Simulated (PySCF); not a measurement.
```xyz
2

Al    0.0000    0.0000   -1.1101
S     0.0000    0.0000    0.9369
```

All numbers below come from PBE0/6-31G(d,p), non-relativistic, at a bond length of 2.047 Å (PySCF 2.14.0).

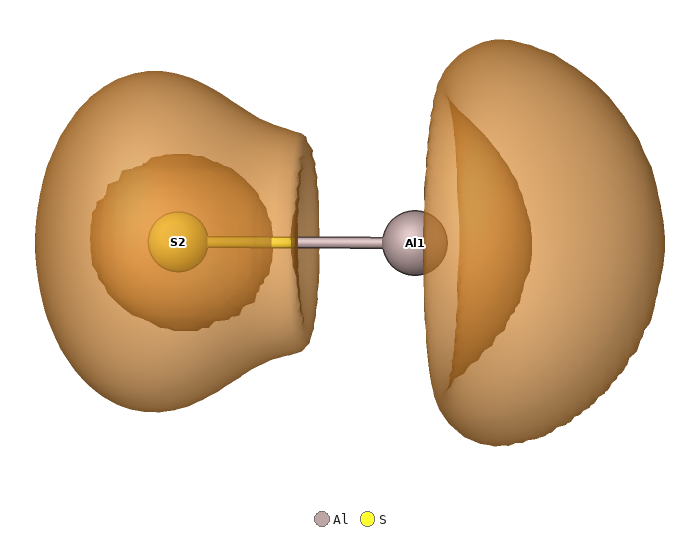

AlS (doublet). Isosurface of the electron localisation function at 0.75 (orange), seen from one side. Only the valence region is drawn (cores and ρ < 0.01 e/Å³ removed).

**Identify the bonds, lone pairs and shells in this picture.**

At this value the surface marks out one lobe on Al, pointing away from the bonds (non-bonding electrons) and one region wrapped around S (its valence shell). Along the contacts the grid gives the following. Al–S (2.05 Å): the ELF peaks at about 0.80 in the valence shell of S, 0.9 Å from its nucleus, and is about 0.75 at the midpoint.
